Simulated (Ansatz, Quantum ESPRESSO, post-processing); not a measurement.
# Al2O2, 1 layer in a field-effect set-up, part 5 of 7

Wanted: induced charge and band edges of Al2O2, 1 layer beside a charged plate.

Quantum ESPRESSO 7.5; plane-wave DFT, PBE, GBRV ultrasoft pseudopotentials; geometry by Ansatz 0.2.0 with PAW datasets.

So far. Step 7 (Ground state: charge -0.0152 e against a gate): The run needed 12 iterations to bring the estimated error under 1e-07 Ry. Step 8 (Valence density): The density integrates to 18.015 electrons, as the 18.02 of the input ask.

## (13) Electrostatic potential

The vacuum level is read from the electrostatic potential (plot_num = 11), averaged over planes.

Contents of g2.pot.in:

```
&inputpp
  prefix = 'g2'
  outdir = './out'
  filplot = 'g2.pot.dat'
  plot_num = 11
/
```

Run with:

```console
OMP_NUM_THREADS=1 mpirun -n 2 pp.x -in g2.pot.in > g2.pot.out
```

The job ended after 0.92 s (2 MPI ranks of Arm Neoverse V1, shared host; peak memory 0.1 GiB).

## (14) Band structure: charge -0.0456 e against a gate

Contents of g2.bands.in:

```
&control
  prefix = 'g2.bands'
  outdir = './out'
  pseudo_dir = './pseudo'
  calculation = 'bands'
  tefield = .true.
  dipfield = .true.
  gate = .true.
/
&system
  ibrav = 0
  nat = 4
  ntyp = 2
  ecutwfc = 40
  ecutrho = 200
  occupations = 'smearing'
  smearing = 'fd'
  degauss = 0.004
  edir = 3
  emaxpos = 0.210468
  eopreg = 0.01
  eamp = 0.0
  zgate = 0.222468
  block = .true.
  block_1 = 0.145755
  block_2 = 0.299181
  block_height = 2.0
  tot_charge = -0.0456
  nbnd = 15
/
&electrons
  conv_thr = 1e-07
  mixing_beta = 0.4
  electron_maxstep = 120
  mixing_mode = 'local-TF'
/
ATOMIC_SPECIES
  O   15.9990  o_pbe_v1.2.uspp.F.UPF
  Al  26.9815  al_pbe_v1.uspp.F.UPF
CELL_PARAMETERS angstrom
  2.96592489609764 0.00000000000000 0.00000000000000
  -1.48296244804882 2.56856630573727 0.00000000000000
  0.00000000000000 0.00000000000000 26.07114263470000
ATOMIC_POSITIONS crystal
  O   0.333333333333 0.666666666667 0.424304947849
  Al  -0.000000000000 -0.000000000000 0.449719284111
  Al  0.000000000000 -0.000000000000 0.550280710080
  O   0.333333333333 0.666666666667 0.575695057960
K_POINTS crystal_b
4
  0.0000000000 0.0000000000 0.0000000000 14
  0.5000000000 0.0000000000 0.0000000000 14
  0.3333333333 0.3333333333 0.0000000000 14
  0.0000000000 0.0000000000 0.0000000000 1
```

Run with:

```console
cp -r out/g2.save out/g2.bands.save
cp out/g2.xml out/g2.bands.xml
OMP_NUM_THREADS=1 mpirun -n 2 pw.x -nk 2 -in g2.bands.in > g2.bands.out
```

Log:

```text
[banner, memory and clock lines left out]
Program PWSCF v.7.5 starts
[citation notice left out]

[...]
Message from routine setup:
[...]
bravais-lattice index     =            0
     lattice parameter (alat)  =       5.6048  a.u.
     unit-cell volume          =    1340.3172 (a.u.)^3
     number of atoms/cell      =            4
     number of atomic types    =            2
     number of electrons       =        18.05
     number of Kohn-Sham states=           15
     kinetic-energy cutoff     =      40.0000  Ry
     charge density cutoff     =     200.0000  Ry
     Exchange-correlation= SLA  PW   PBE  PBE
                           (   1   4   3   4   0   0   0)

[...]
PseudoPot. # 1 for O  read from file:
     ./pseudo/o_pbe_v1.2.uspp.F.UPF
     Pseudo is Ultrasoft + core correction, Zval =  6.0
     Generated by new atomic code, or converted to UPF format
     Using radial grid of  737 points,  5 beta functions with:
                l(1) =   0
                l(2) =   0
                l(3) =   1
                l(4) =   1
                l(5) =   2
     Q(r) pseudized with  8 coefficients,  rinner =    0.900   0.900   0.900
                                                       0.900   0.900

     PseudoPot. # 2 for Al read from file:
     ./pseudo/al_pbe_v1.uspp.F.UPF
     Pseudo is Ultrasoft + core correction, Zval =  3.0
     Generated by new atomic code, or converted to UPF format
     Using radial grid of  893 points,  3 beta functions with:
                l(1) =   0
                l(2) =   1
                l(3) =   2
     Q(r) pseudized with  8 coefficients,  rinner =    0.900   0.900   0.900
                                                       0.900   0.900

     atomic species   valence    mass     pseudopotential
     O                 6.00    15.99900     O ( 1.00)
     Al                3.00    26.98150     Al( 1.00)

      6 Sym. Ops. (no inversion) found

                                    s                        frac. trans.

      isym =  1     identity

 cryst.   s( 1) = (     1          0          0      )
                  (     0          1          0      )
                  (     0          0          1      )

 cart.    s( 1) = (  1.0000000 -0.0000000  0.0000000 )
                  (  0.0000000  1.0000000  0.0000000 )
                  (  0.0000000  0.0000000  1.0000000 )

      isym =  2     120 deg rotation - cryst. axis [0,0,1]

 cryst.   s( 2) = (     0          1          0      )
                  (    -1         -1          0      )
                  (     0          0          1      )

 cart.    s( 2) = ( -0.5000000 -0.8660254  0.0000000 )
                  (  0.8660254 -0.5000000  0.0000000 )
                  (  0.0000000  0.0000000  1.0000000 )

      isym =  3     120 deg rotation - cryst. axis [0,0,-1]

 cryst.   s( 3) = (    -1         -1          0      )
                  (     1          0          0      )
                  (     0          0          1      )

 cart.    s( 3) = ( -0.5000000  0.8660254  0.0000000 )
                  ( -0.8660254 -0.5000000  0.0000000 )
                  (  0.0000000  0.0000000  1.0000000 )

      isym =  4     inv. 180 deg rotation - cart. axis [1,0,0]

 cryst.   s( 4) = (    -1          0          0      )
                  (     1          1          0      )
                  (     0          0          1      )

 cart.    s( 4) = ( -1.0000000  0.0000000  0.0000000 )
                  (  0.0000000  1.0000000  0.0000000 )
                  (  0.0000000  0.0000000  1.0000000 )

      isym =  5     inv. 180 deg rotation - cryst. axis [0,1,0]

 cryst.   s( 5) = (     1          1          0      )
                  (     0         -1          0      )
                  (     0          0          1      )

 cart.    s( 5) = (  0.5000000  0.8660254  0.0000000 )
                  (  0.8660254 -0.5000000  0.0000000 )
                  (  0.0000000  0.0000000  1.0000000 )

      isym =  6     inv. 180 deg rotation - cryst. axis [1,1,0]

 cryst.   s( 6) = (     0         -1          0      )
                  (    -1          0          0      )
                  (     0          0          1      )

 cart.    s( 6) = (  0.5000000 -0.8660254  0.0000000 )
                  ( -0.8660254 -0.5000000  0.0000000 )
                  (  0.0000000  0.0000000  1.0000000 )

[...]
number of k points=    43  Fermi-Dirac smearing, width (Ry)=  0.0040
[...]
Dense  grid:    64217 G-vectors     FFT dimensions: (  25,  25, 225)

     Smooth grid:    45895 G-vectors     FFT dimensions: (  24,  24, 200)

     Dynamical RAM for                 wfc:       1.31 MB

     Dynamical RAM for     wfc (w. buffer):       1.31 MB

     Dynamical RAM for           str. fact:       1.96 MB

     Dynamical RAM for           local pot:       0.00 MB

     Dynamical RAM for          nlocal pot:       3.84 MB

     Dynamical RAM for                qrad:       1.62 MB

     Dynamical RAM for          rho,v,vnew:       6.16 MB

     Dynamical RAM for           G-vectors:       4.02 MB

     Dynamical RAM for          h,s,v(r/c):       0.04 MB

     Dynamical RAM for          <psi|beta>:       0.01 MB

     Dynamical RAM for                 psi:       2.62 MB

     Dynamical RAM for                hpsi:       2.62 MB

     Dynamical RAM for                spsi:       2.62 MB

     Dynamical RAM for      wfcinit/wfcrot:       2.63 MB

     Dynamical RAM for           addusdens:      53.40 MB

     Adding charged plate to compensate the charge of the system - add_gatefield
     see PRB 89, 245406 (2014), works only for 2D systems perpendicular to z
                                i.e. 3rd lattice vector is (0,0,c)

        prefactor of the potential in [Ha a.u.]:    -0.010532
               position of the gate within cell:     0.22247
         ion-gate + gate-gate contribution to the total energy:    -3.650343
                         gate-gate contribution:     0.003943

        Adding potential to prevent charge spilling into region of the gate
        Potential is linearly increased and decreased within the first/last eopreg of block_size
        block_size =  0.15343 in units of unit cell length
        block_height =  2.00000 in Ry

     The potential is recalculated from file :
     ./out/g2.bands.save/charge-density

     negative rho (up, down):  4.793E-04 0.000E+00

     Adding external electric field

     Computed dipole along edir(3) :
        Elec. dipole         -1.7980 Ry au,         -4.5701 Debye
        Ion. dipole          -1.8019 Ry au,         -4.5799 Debye
        Dipole               -0.4143 Ry au,         -1.0530 Debye
        Dipole field         -0.0039 Ry au,

        Potential amp.        0.3789 Ry
        Total length         48.7746 bohr

     Starting wfcs are   16 randomized atomic wfcs

     Band Structure Calculation
     Davidson diagonalization with overlap

     Computing kpt #:     1  of    22 on this pool

     Computing kpt #:     2  of    22 on this pool

     Computing kpt #:     3  of    22 on this pool

     Computing kpt #:     4  of    22 on this pool

     Computing kpt #:     5  of    22 on this pool

     Computing kpt #:     6  of    22 on this pool

     Computing kpt #:     7  of    22 on this pool

     Computing kpt #:     8  of    22 on this pool

     Computing kpt #:     9  of    22 on this pool

     Computing kpt #:    10  of    22 on this pool

     Computing kpt #:    11  of    22 on this pool

     Computing kpt #:    12  of    22 on this pool

     Computing kpt #:    13  of    22 on this pool

     Computing kpt #:    14  of    22 on this pool

     Computing kpt #:    15  of    22 on this pool

     Computing kpt #:    16  of    22 on this pool

     Computing kpt #:    17  of    22 on this pool

     Computing kpt #:    18  of    22 on this pool

     Computing kpt #:    19  of    22 on this pool

     Computing kpt #:    20  of    22 on this pool

     Computing kpt #:    21  of    22 on this pool

     Computing kpt #:    22  of    22 on this pool

     ethr =  5.54E-10,  avg # of iterations = 51.8

     End of band structure calculation

          k = 0.0000 0.0000 0.0000 (  5775 PWs)   bands (ev):

   -22.3138 -21.9732  -9.0784  -7.0303  -6.2773  -6.2773  -5.9399  -5.9399
    -3.9826   0.0147   2.0929   3.0902   3.4245   3.7918   4.3423

          k = 0.0357 0.0206 0.0000 (  5759 PWs)   bands (ev):

   -22.3037 -21.9632  -9.0614  -7.0188  -6.3423  -6.2867  -6.0038  -5.9493
    -3.9474   0.0792   2.1278   3.1172   3.4509   3.8269   4.3731

[...]
```

The job ended after 30 s (2 MPI ranks; peak memory 0.15 GiB; 60 s of CPU time).

This step gave:

| Property | Result |
| --- | --- |
| valence top, on the run's zero | -1.488 eV |
| conduction bottom, on the run's zero | -0.2019 eV |
| gap by band count | 1.286 eV |

Band numbers count within the set of bands kept for display. The electronic bands at the labelled points (eV, zero at the Fermi level; # counts the bands kept):

```tsv
point	#3	#4	#5	#6	#7	#8	#9	#10
Γ	-6.16	-5.83	-5.83	-3.87	0.13	2.21	3.20	3.54
M	-6.51	-6.41	-5.70	-2.22	-0.09	3.04	5.40	5.58
K	-8.41	-6.11	-5.54	-1.37	0.16	3.04	4.41	6.54
Γ	-6.16	-5.83	-5.83	-3.87	0.13	2.21	3.20	3.54
```

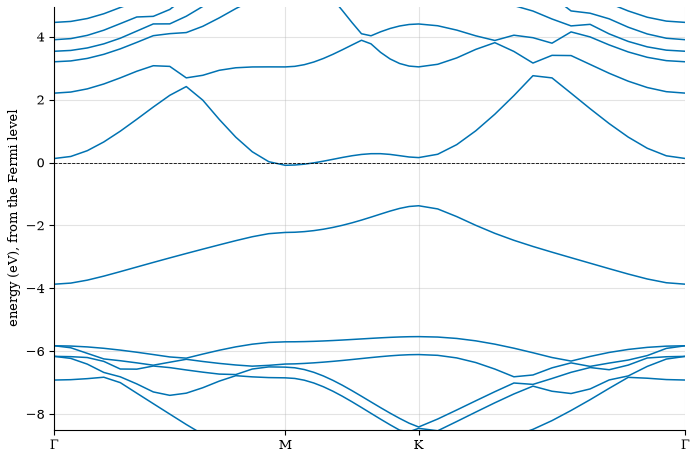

Electronic bands along the path.

An edge by band count lies at the Fermi level or within reach of the smearing, so that band is partly filled.

Along this path the valence top lies at K and the conduction bottom at M.

## (15) Induced charge

The planar mean oscillates, so the rows of the table below give means over windows of 2.5 Å about each position, cut where the curve ends. Its maxima inside the range that stand out by 2 % of the span (Å: e/Å³): 10.3: 0.00406, 11.2: 0.00166, 12.5: 0.00203, 14.5: 2.5e-4. Its minima: 10.9: 5.1e-4, 11.7: -0.00136, 13.7: -4.2e-4, 15.1: -1.5e-4.

Table of planar mean by z; means over each step:

```tsv
z (Å)	planar mean (e/Å³)
5.0	-3.9e-8
7.5	4.2e-5
10.0	0.00190
12.5	4.6e-4
15.0	-6.1e-6
17.5	-2.0e-6
20.0	6.3e-9
```

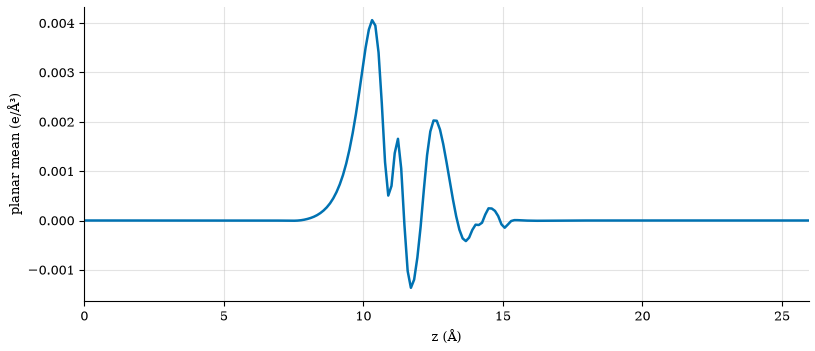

Planar mean, plotted against z.

The running integral, electrons below z by z:

```tsv
z (Å)	running integral, electrons below z (e/Å²)
6	-5.7e-8
8	3.1e-6
10	0.00199
12	0.00454
14	0.00594
16	0.00599
18	0.00599
20	0.00599
22	0.00599
24	0.00599
```

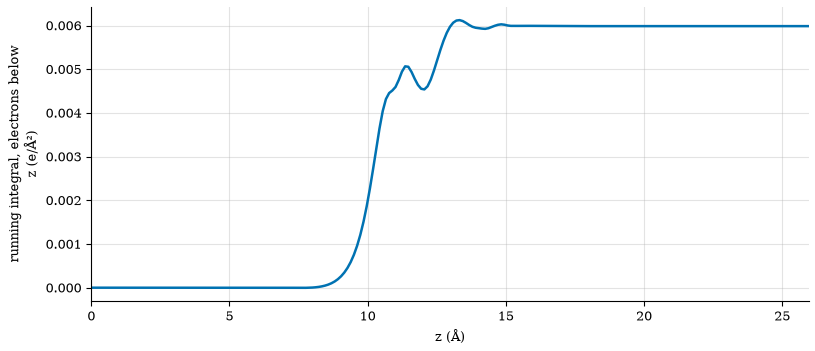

Running integral, electrons below z against z.

## (16) Self-consistent run: charge -0.0913 e against a gate

Contents of g3.in:

```
&control
  prefix = 'g3'
  outdir = './out'
  pseudo_dir = './pseudo'
  calculation = 'scf'
  tprnfor = .true.
  tefield = .true.
  dipfield = .true.
  gate = .true.
/
&system
  ibrav = 0
  nat = 4
  ntyp = 2
  ecutwfc = 40
  ecutrho = 200
  occupations = 'smearing'
  smearing = 'fd'
  degauss = 0.004
  edir = 3
  emaxpos = 0.210468
  eopreg = 0.01
  eamp = 0.0
  zgate = 0.222468
  block = .true.
  block_1 = 0.145755
  block_2 = 0.299181
  block_height = 2.0
  tot_charge = -0.0913
  nbnd = 15
/
&electrons
  conv_thr = 1e-07
  mixing_beta = 0.4
  electron_maxstep = 120
  mixing_mode = 'local-TF'
  startingpot = 'file'
/
ATOMIC_SPECIES
  O   15.9990  o_pbe_v1.2.uspp.F.UPF
  Al  26.9815  al_pbe_v1.uspp.F.UPF
CELL_PARAMETERS angstrom
  2.96592489609764 0.00000000000000 0.00000000000000
  -1.48296244804882 2.56856630573727 0.00000000000000
  0.00000000000000 0.00000000000000 26.07114263470000
ATOMIC_POSITIONS crystal
  O   0.333333333333 0.666666666667 0.424304947849
  Al  -0.000000000000 -0.000000000000 0.449719284111
  Al  0.000000000000 -0.000000000000 0.550280710080
  O   0.333333333333 0.666666666667 0.575695057960
K_POINTS automatic
  12 12 1 0 0 0
```

Run with:

```console
cp -r out/g2.save out/g3.save
OMP_NUM_THREADS=1 mpirun -n 2 pw.x -nk 2 -in g3.in > g3.out
```

Log:

```text
[banner, memory and clock lines left out]
Program PWSCF v.7.5 starts
[...]
Message from routine setup:
[...]
number of electrons       =        18.09
     number of Kohn-Sham states=           15
     kinetic-energy cutoff     =      40.0000  Ry
     charge density cutoff     =     200.0000  Ry
[...]
number of k points=    19  Fermi-Dirac smearing, width (Ry)=  0.0040
[...]
Dense  grid:    64217 G-vectors     FFT dimensions: (  25,  25, 225)
[...]
The initial density is read from file :
[...]
negative rho (up, down):  4.805E-04 0.000E+00
[...]
Starting wfcs are   16 randomized atomic wfcs
[...]
negative rho (up, down):  3.630E-03 0.000E+00
[...]
estimated scf accuracy    <       0.09575275 Ry
[...]
negative rho (up, down):  1.305E-02 0.000E+00
[...]
estimated scf accuracy    <       0.06014227 Ry
[...]
negative rho (up, down):  9.930E-03 0.000E+00
[...]
estimated scf accuracy    <       0.00325067 Ry
[...]
negative rho (up, down):  6.690E-03 0.000E+00
[...]
estimated scf accuracy    <       0.00193397 Ry
[...]
negative rho (up, down):  4.346E-03 0.000E+00
[...]
estimated scf accuracy    <       0.00078984 Ry
[...]
negative rho (up, down):  2.918E-03 0.000E+00
[...]
estimated scf accuracy    <       0.00029500 Ry
[...]
negative rho (up, down):  1.330E-03 0.000E+00
[...]
estimated scf accuracy    <       0.00012285 Ry
[...]
negative rho (up, down):  1.050E-03 0.000E+00
[...]
estimated scf accuracy    <       0.00001872 Ry
[...]
negative rho (up, down):  6.394E-04 0.000E+00
[...]
estimated scf accuracy    <       0.00000759 Ry
[...]
negative rho (up, down):  5.548E-04 0.000E+00
[...]
estimated scf accuracy    <       0.00000344 Ry
[...]
negative rho (up, down):  5.094E-04 0.000E+00
[...]
estimated scf accuracy    <       0.00000080 Ry
[...]
negative rho (up, down):  4.969E-04 0.000E+00
[...]
estimated scf accuracy    <       0.00000012 Ry
[...]
negative rho (up, down):  4.867E-04 0.000E+00
[...]
Total length         48.7746 bohr
[...]
estimated scf accuracy    <       0.00000011 Ry
[...]
negative rho (up, down):  4.594E-04 0.000E+00
[...]
Computed dipole along edir(3) :
[...]
Dipole               -0.7986 Ry au,         -2.0298 Debye
        Dipole field         -0.0075 Ry au,
        Potential amp.        0.7304 Ry
        Total length         48.7746 bohr
[...]
the Fermi energy is     0.3289 ev
!    total energy              =     -84.58992710 Ry
     estimated scf accuracy    <       0.00000004 Ry
     smearing contrib. (-TS)   =      -0.00052758 Ry
     internal energy E=F+TS    =     -84.58939952 Ry
[...]
one-electron contribution =    -734.22172627 Ry
     hartree contribution      =     373.77898334 Ry
     xc contribution           =     -23.51577688 Ry
     ewald contribution        =     306.65600609 Ry
     electric field correction =       0.00597951 Ry
     gate field correction     =      -7.29286530 Ry
     convergence has been achieved in  14 iterations
     negative rho (up, down):  4.594E-04 0.000E+00
[...]
Total force =     0.053114     Total SCF correction =     0.000253
[...]
```

Run time: 32 s. Hardware: 2 MPI ranks; peak memory 0.29 GiB.

Numbers from this step:

* Fermi energy: 0.3289 eV

## (17) Valence density

Contents of g3.rho.in:

```
&inputpp
  prefix = 'g3'
  outdir = './out'
  filplot = 'g3.rho.dat'
  plot_num = 0
/
```

Run with:

```console
OMP_NUM_THREADS=1 mpirun -n 2 pp.x -in g3.rho.in > g3.rho.out
```

Wall time 0.92 s (2 MPI ranks); peak memory 0.1 GiB.

This step gave:

* electrons by integration: 18.09 e

## (18) Electrostatic potential

Contents of g3.pot.in:

```
&inputpp
  prefix = 'g3'
  outdir = './out'
  filplot = 'g3.pot.dat'
  plot_num = 11
/
```

Run with:

```console
OMP_NUM_THREADS=1 mpirun -n 2 pp.x -in g3.pot.in > g3.pot.out
```

Elapsed: 0.92 s, on 2 MPI ranks; peak memory 0.1 GiB.

Each curve counts from the Fermi level of its own run.

The potential energy (2.0×10¹³ electrons per cm²) oscillates, so the rows of the table below give means over windows of 2.5 Å about each position, cut where the curve ends. Its maxima inside the range that stand out by 2 % of the span (Å: eV): 5.4: 30.9, 13.1: 0.723. Its minima: 11.2: -17.0, 14.8: -16.9.

The runs together. Potential energy against z; means over each step:

```tsv
z (Å)	2.0×10¹³ electrons per cm² (eV)	6.0×10¹³ electrons per cm² (eV)	1.20×10¹⁴ electrons per cm² (eV)
0.0	3.68	3.62	3.66
2.5	3.70	3.64	3.68
5.0	28.5	27.6	26.5
7.5	18.0	15.7	12.8
10.0	-1.24	-1.91	-2.61
12.5	-6.82	-6.94	-7.00
15.0	-8.28	-8.34	-8.32
17.5	3.63	3.57	3.61
20.0	3.68	3.62	3.66
22.5	3.68	3.62	3.66
25.0	3.68	3.62	3.66
```

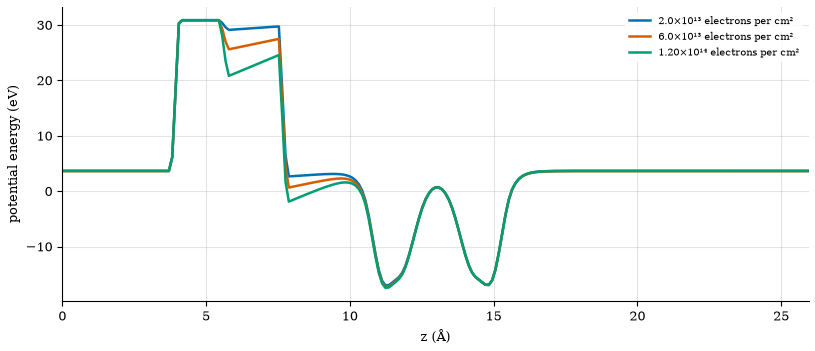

Potential energy against z.

(Part 5 of 7 ends here.)

[Logs are printed without paths, hosts, clocks, repeated set-up lines and the standing remarks that a program may print on its own settings, such as how far it seeks lower states.]

[Hosts, paths, dates, database ids (printed as entryN), source tags and the programs' standing remarks are cut or masked in the printed files.]

[Maps of the electrostatic potential energy from Ansatz leave out the sawtooth potential of an applied field or a dipole correction, so their vacuum need not be flat; planar profiles and work functions include it.]
